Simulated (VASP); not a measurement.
Band structure of PbS (relaxed from the zinc blende structure, space group F-43m). Calculation: PBE GGA, VASP's PBE PAW potentials (set 64) (plane waves; VASP).

Unless said otherwise, spin-orbit coupling is left out, though it shifts the bands of the heavy elements here.

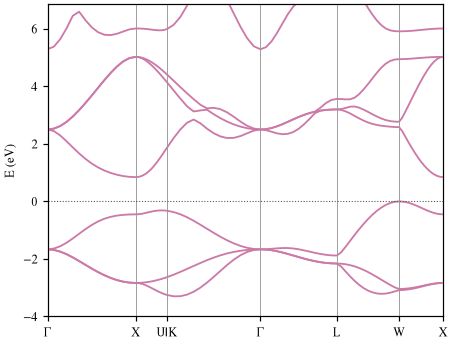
Figure. Bands along high-symmetry lines, zero at the valence-band maximum or, without a gap, the Fermi level

Read the plot: is there a gap, and where are the band edges?

The gap is indirect, 0.84 eV, from the valence maximum at W to the conduction minimum at X. (Edges off the drawn lines would not show.)

The structure was generated: PbS was put into the zinc blende type (F-43m), which need not be its known phase. It was relaxed first, which changed the volume by +51 %.
